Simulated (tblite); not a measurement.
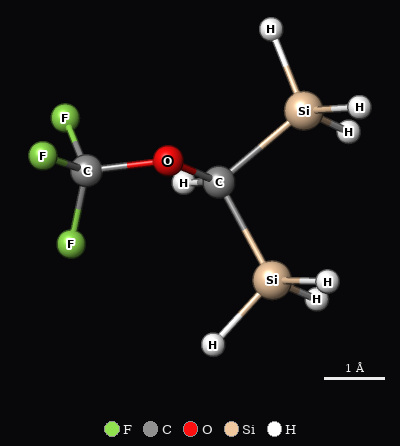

**Figure 1.** The starting structure (ball-and-stick view, seen at a tilt). Bond lengths as drawn: C–F 1.33 to 1.36 Å, C–H 1.10 Å, C–O 1.42 to 1.45 Å, C–Si 1.88 to 1.89 Å and H–Si 1.48 to 1.49 Å.

Geometry relaxation, with input and output: C$_{2}$H$_{7}$F$_{3}$OSi$_{2}$

System: C$_{2}$H$_{7}$F$_{3}$OSi$_{2}$, SMILES FC(F)(F)OC([SiH3])[SiH3].
Method: GFN2-xTB geometry optimisation, gas phase (tblite 0.8.0).

It belongs to a series of runs on one base structure; here: H on C replaced by OCF3.

What the program printed:
```
step      E/eV     max force
  0    -804.71989    3.101
  1    -805.00861    1.152
  2    -805.07123    1.165
  3    -805.09492    0.627
  4    -805.13373    0.395
  5    -805.15261    0.482
  6    -805.17399    0.479
  7    -805.18787    0.275
  8    -805.19799    0.236
  9    -805.20470    0.259
 10    -805.21063    0.267
 11    -805.21656    0.239
 12    -805.22391    0.275
 13    -805.23209    0.242
 14    -805.23955    0.219
 15    -805.24555    0.201
 16    -805.25143    0.212
 17    -805.25779    0.246
 18    -805.26308    0.180
 19    -805.26665    0.167
 20    -805.26944    0.149
 21    -805.27286    0.174
 22    -805.27767    0.197
 23    -805.28237    0.170
 24    -805.28500    0.099
 25    -805.28639    0.119
 26    -805.28784    0.129
 27    -805.28931    0.104
 28    -805.29030    0.058
 29    -805.29065    0.034
 30    -805.29078    0.028
 31    -805.29092    0.041
 32    -805.29114    0.043
 33    -805.29142    0.041
 34    -805.29173    0.041
 35    -805.29198    0.037
 36    -805.29217    0.038
 37    -805.29229    0.026
 38    -805.29237    0.023
 39    -805.29244    0.026
 40    -805.29252    0.029
 41    -805.29265    0.029
 42    -805.29284    0.033
 43    -805.29310    0.043
 44    -805.29343    0.058
 45    -805.29381    0.064
 46    -805.29415    0.050
 47    -805.29439    0.035
 48    -805.29458    0.034
 49    -805.29476    0.036
 50    -805.29496    0.034
 51    -805.29514    0.033
 52    -805.29530    0.031
 53    -805.29544    0.028
 54    -805.29555    0.023
 55    -805.29564    0.019
 56    -805.29570    0.017
 57    -805.29574    0.018
 58    -805.29580    0.021
 59    -805.29589    0.026
 60    -805.29599    0.029
 61    -805.29607    0.023
 62    -805.29612    0.015
 63    -805.29615    0.015
 64    -805.29620    0.021
 65    -805.29627    0.028
 66    -805.29637    0.031
 67    -805.29650    0.035
 68    -805.29663    0.036
 69    -805.29674    0.026
 70    -805.29680    0.015
 71    -805.29684    0.017
 72    -805.29690    0.022
 73    -805.29699    0.024
 74    -805.29708    0.016
 75    -805.29713    0.031
 76    -805.29718    0.020
 77    -805.29722    0.017
 78    -805.29728    0.016
 79    -805.29730    0.011
 80    -805.29732    0.008
```

Trajectory as extended XYZ (Å, eV, eV/Å), 7 of the 81 frames kept, from step=0 to step=80:
```
15
Properties=species:S:1:pos:R:3:forces:R:3 step=0 energy=-804.71989
F     2.3975   -1.4600   -0.2033    0.1460   0.8640  -0.5010
C     2.2497   -0.1351   -0.4574   -1.7110   1.1660   2.3090
F     1.9826    0.0419   -1.7481    0.3120  -0.2970   0.2480
F     3.4087    0.4916   -0.1610   -1.0300  -0.6690  -0.3210
O     1.2172    0.3921    0.3641    2.0700  -0.9900  -1.6710
C    -0.0802   -0.1587    0.0204   -0.3290  -0.6090  -0.2460
Si   -1.1365   -0.6259    1.5165   -0.1220  -0.6140   1.5860
Si   -1.2284    0.9882   -0.9359   -0.3790   1.1620  -1.1890
H     0.0582   -1.0819   -0.5588    0.0920   0.1430   0.0640
H    -1.4700    0.5522    2.3633    0.1340  -0.3120  -0.3750
H    -2.3947   -1.3076    1.0965    0.4530   0.2920  -0.0430
H    -0.3876   -1.5967    2.3643   -0.1690   0.2890  -0.2550
H    -1.5759    2.2092   -0.1577    0.1610  -0.4570  -0.1510
H    -2.4796    0.2786   -1.3340    0.4770   0.1140   0.2620
H    -0.5655    1.4200   -2.1909   -0.1050  -0.0820   0.2820
15
Properties=species:S:1:pos:R:3:forces:R:3 step=13 energy=-805.23209
F     2.3433   -1.4229   -0.2111    0.0880   0.0350  -0.0350
C     2.1203   -0.1016   -0.3933   -0.1500   0.1060   0.1570
F     1.9612    0.0338   -1.7291   -0.0020  -0.0010   0.0500
F     3.2476    0.5319   -0.0811    0.0770  -0.0790  -0.0300
O     1.1381    0.3663    0.3267   -0.0360  -0.1130  -0.1700
C    -0.1752   -0.2072   -0.0111   -0.1920  -0.0380  -0.0250
Si   -1.0688   -0.6862    1.6144   -0.0100   0.0020  -0.0640
Si   -1.1867    1.0500   -1.0489    0.0450  -0.0740   0.0520
H    -0.0301   -1.1220   -0.5975    0.1440   0.1230   0.0680
H    -1.3785    0.5249    2.3574    0.0410   0.1060   0.0850
H    -2.2979   -1.2975    1.1218   -0.1290  -0.1180   0.0480
H    -0.3022   -1.6207    2.4229    0.1300  -0.0580   0.0130
H    -1.4827    2.1875   -0.1904    0.0240   0.1180   0.0430
H    -2.4024    0.3028   -1.3480   -0.1190   0.0000  -0.1220
H    -0.4906    1.4687   -2.2547    0.0900  -0.0070  -0.0710
15
Properties=species:S:1:pos:R:3:forces:R:3 step=27 energy=-805.28931
F     2.2996   -1.3956   -0.1873    0.0160  -0.0330   0.0580
C     2.0430   -0.0778   -0.3535    0.0460  -0.0250  -0.0580
F     1.9270    0.0633   -1.6931    0.0070   0.0340  -0.0520
F     3.1538    0.5681   -0.0049    0.0060  -0.0060   0.0200
O     1.0291    0.3601    0.3284   -0.0060   0.0760   0.0710
C    -0.2697   -0.2410   -0.0388    0.0110  -0.0120   0.0120
Si   -1.0498   -0.7343    1.6382   -0.0370   0.0010   0.0620
Si   -1.1762    1.0570   -1.1130   -0.0560   0.0610  -0.0260
H    -0.0596   -1.1397   -0.6180   -0.0360  -0.0710  -0.0560
H    -1.2548    0.5001    2.3938   -0.0020  -0.0320  -0.0030
H    -2.3163   -1.4052    1.3346    0.0330   0.0200   0.0050
H    -0.1399   -1.6293    2.3534    0.0020   0.0130  -0.0450
H    -1.3824    2.2219   -0.2536   -0.0050  -0.0100  -0.0250
H    -2.4379    0.4443   -1.5307    0.0110   0.0030   0.0210
H    -0.3704    1.4160   -2.2775    0.0100  -0.0210   0.0160
15
Properties=species:S:1:pos:R:3:forces:R:3 step=40 energy=-805.29252
F     2.2948   -1.3958   -0.1689   -0.0020   0.0110   0.0270
C     2.0422   -0.0786   -0.3490   -0.0070   0.0010   0.0040
F     1.9481    0.0577   -1.6914   -0.0070   0.0070   0.0040
F     3.1471    0.5700    0.0155    0.0060  -0.0220   0.0010
O     1.0193    0.3666    0.3184   -0.0020  -0.0080  -0.0200
C    -0.2819   -0.2382   -0.0444   -0.0050   0.0000   0.0010
Si   -1.0448   -0.7352    1.6412    0.0140  -0.0010  -0.0060
Si   -1.1859    1.0642   -1.1190    0.0120  -0.0060   0.0050
H    -0.0834   -1.1395   -0.6289    0.0100   0.0180   0.0040
H    -1.2477    0.4872    2.4137    0.0070  -0.0070   0.0000
H    -2.3120   -1.4072    1.3532    0.0010  -0.0010  -0.0030
H    -0.1081   -1.6316    2.3156   -0.0010  -0.0050   0.0030
H    -1.3873    2.2390   -0.2749   -0.0060   0.0050  -0.0040
H    -2.4503    0.4554   -1.5299   -0.0040   0.0040   0.0000
H    -0.3543    1.3938   -2.2731   -0.0160   0.0040  -0.0150
15
Properties=species:S:1:pos:R:3:forces:R:3 step=53 energy=-805.29544
F     2.2468   -1.4008   -0.0878   -0.0020  -0.0090   0.0210
C     2.0409   -0.0840   -0.3196   -0.0090  -0.0120  -0.0060
F     1.9868    0.0105   -1.6683    0.0200   0.0090  -0.0040
F     3.1558    0.5391    0.0582   -0.0200   0.0060  -0.0180
O     1.0107    0.4146    0.2957   -0.0080   0.0070   0.0100
C    -0.2871   -0.2063   -0.0559    0.0010   0.0130  -0.0120
Si   -1.0144   -0.7465    1.6319   -0.0060   0.0000  -0.0090
Si   -1.2125    1.0795   -1.1340   -0.0080   0.0070  -0.0020
H    -0.0814   -1.0962   -0.6546    0.0070  -0.0050   0.0050
H    -1.2001    0.4498    2.4471    0.0050   0.0110  -0.0110
H    -2.2852   -1.4125    1.3472   -0.0050  -0.0040   0.0010
H    -0.0669   -1.6611    2.2659    0.0060  -0.0060  -0.0050
H    -1.4052    2.2780   -0.3213    0.0100  -0.0160   0.0040
H    -2.4864    0.4643   -1.5102    0.0190   0.0050   0.0090
H    -0.4063    1.3797   -2.3163   -0.0100  -0.0070   0.0170
15
Properties=species:S:1:pos:R:3:forces:R:3 step=67 energy=-805.29650
F     2.2286   -1.3941   -0.0271    0.0080  -0.0250   0.0040
C     2.0372   -0.0842   -0.3056    0.0100  -0.0170   0.0170
F     2.0078   -0.0318   -1.6576   -0.0020   0.0100   0.0210
F     3.1505    0.5413    0.0710    0.0020   0.0250  -0.0150
O     1.0011    0.4394    0.2781    0.0000  -0.0060  -0.0340
C    -0.2886   -0.1990   -0.0708   -0.0160  -0.0150   0.0130
Si   -1.0033   -0.7531    1.6167    0.0030   0.0030   0.0110
Si   -1.2269    1.0856   -1.1347    0.0090  -0.0040   0.0070
H    -0.0735   -1.0846   -0.6729    0.0010   0.0130  -0.0050
H    -1.1708    0.4454    2.4333    0.0010  -0.0030   0.0010
H    -2.2814   -1.4115    1.3457    0.0070  -0.0010  -0.0030
H    -0.0502   -1.6755    2.2324   -0.0100   0.0050  -0.0040
H    -1.3967    2.2829   -0.3167   -0.0030   0.0020   0.0020
H    -2.5057    0.4707   -1.4881   -0.0090   0.0060  -0.0060
H    -0.4326    1.3765   -2.3258   -0.0010   0.0060  -0.0090
15
Properties=species:S:1:pos:R:3:forces:R:3 step=80 energy=-805.29732
F     2.2327   -1.3862    0.0513    0.0000   0.0050   0.0020
C     2.0417   -0.0903   -0.2880   -0.0030  -0.0010  -0.0020
F     2.0373   -0.0959   -1.6412    0.0000  -0.0030   0.0050
F     3.1445    0.5590    0.0806   -0.0020  -0.0020  -0.0080
O     0.9928    0.4561    0.2498    0.0010   0.0040  -0.0010
C    -0.2933   -0.1964   -0.0892    0.0050   0.0030   0.0030
Si   -0.9900   -0.7591    1.6027   -0.0010  -0.0030   0.0000
Si   -1.2451    1.0941   -1.1346    0.0010  -0.0020  -0.0010
H    -0.0742   -1.0731   -0.7019   -0.0030   0.0010   0.0020
H    -1.1382    0.4365    2.4272   -0.0030  -0.0030   0.0000
H    -2.2731   -1.4099    1.3395   -0.0020   0.0000   0.0010
H    -0.0382   -1.6917    2.2032    0.0020  -0.0020   0.0010
H    -1.3936    2.2902   -0.3109    0.0010   0.0020  -0.0010
H    -2.5362    0.4939   -1.4697   -0.0010  -0.0020   0.0000
H    -0.4714    1.3809   -2.3407    0.0050   0.0040   0.0010
```

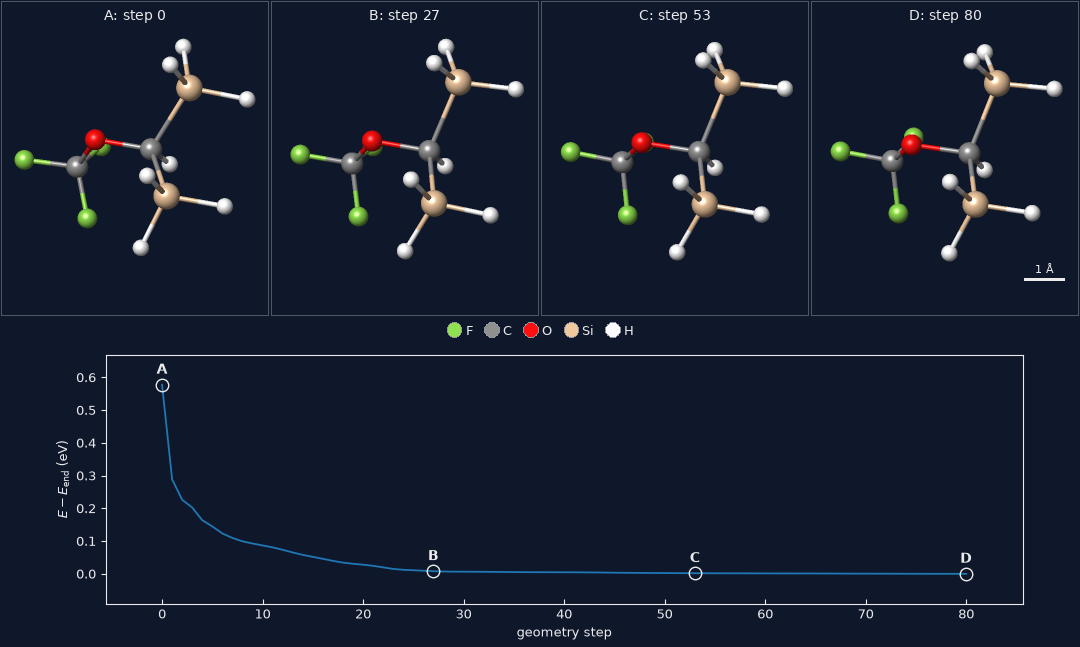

**Figure 2.** Frames of the relaxation (ball-and-stick view, seen at a tilt) above the curves, on which the letters mark them (steps are counted from 0).

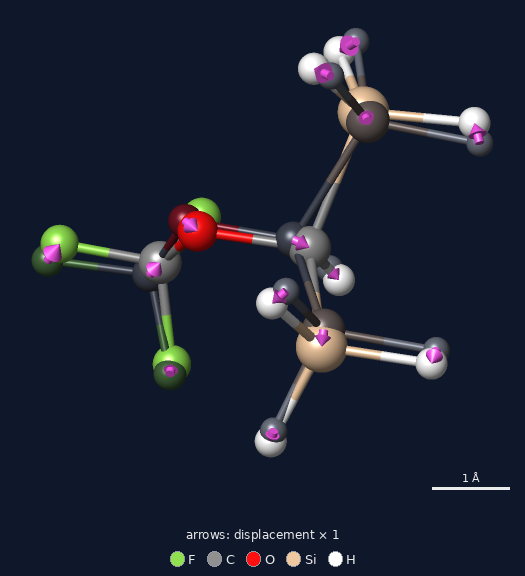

**Figure 3.** Start (faint) and end (solid) with the displacements as pink arrows, at true length (ball-and-stick view, seen at a tilt). The two geometries are laid on each other by the best rigid fit. After 80 geometry steps the energy has fallen by 0.577 eV. Largest force component: 2.3 eV/Å at the start, 0.008 eV/Å at the end. The largest move after the best rigid fit is that of H12, 0.40 Å. Largest moves by element: H 0.40 Å, F 0.36 Å, C 0.27 Å, O 0.26 Å, Si 0.22 Å. Among the contacts that change: C2–O5 1.421 → 1.299 Å, O5–C6 1.451 → 1.481 Å, C6–Si8 1.884 → 1.914 Å, Si7–H10 1.489 → 1.460 Å. Among the angles that change: Si7–C6–Si8 102.2° → 120.0°, O5–C6–Si8 115.7° → 105.1°, O5–C6–Si7 114.0° → 104.1°. (Atoms are counted from 1 in the order of the input.)

This output came from the following input.

Input:
```
{"job": {"kind": "relax", "xc": "GFN2-xTB", "basis": "xTB"}, "charge": 0, "multiplicity": 1}
F      2.397500    -1.460000    -0.203300
C      2.249700    -0.135100    -0.457400
F      1.982600     0.041900    -1.748100
F      3.408700     0.491600    -0.161000
O      1.217200     0.392100     0.364100
C     -0.080200    -0.158700     0.020400
Si    -1.136500    -0.625900     1.516500
Si    -1.228400     0.988200    -0.935900
H      0.058200    -1.081900    -0.558800
H     -1.470000     0.552200     2.363300
H     -2.394700    -1.307600     1.096500
H     -0.387600    -1.596700     2.364300
H     -1.575900     2.209200    -0.157700
H     -2.479600     0.278600    -1.334000
H     -0.565500     1.420000    -2.190900
```

The first line tells a small driver script what to run in tblite; the rest is the geometry in Å.

Command:
```bash
OMP_NUM_THREADS=1 python <driver script> task.json out
```

Summary:

```tsv
quantity	value
outcome	converged
total energy	−805.2973 eV
hardware	1 CPU thread, shared host
wall time	0.96 s
peak memory	0.18 GiB
```
